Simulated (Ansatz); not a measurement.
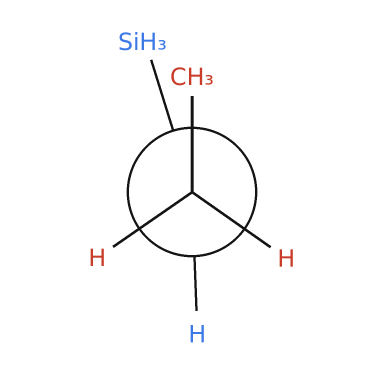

A Newman projection along the C–Al bond, carbon in front; angles are drawn as computed, but eclipsed bonds slightly apart. The geometry was computed by an optimisation with PBE-D4/def2-SVP. No frequency run is at hand to confirm it as a minimum.

Which molecule is it?

Answer. C2H9AlSi, C[CH2][AlH][SiH3]

What is the torsion angle from the front CH3 to the back SiH3? The sign is positive where the front bond must turn clockwise to cover the back bond.

Answer. −1°, synperiplanar (eclipsed).
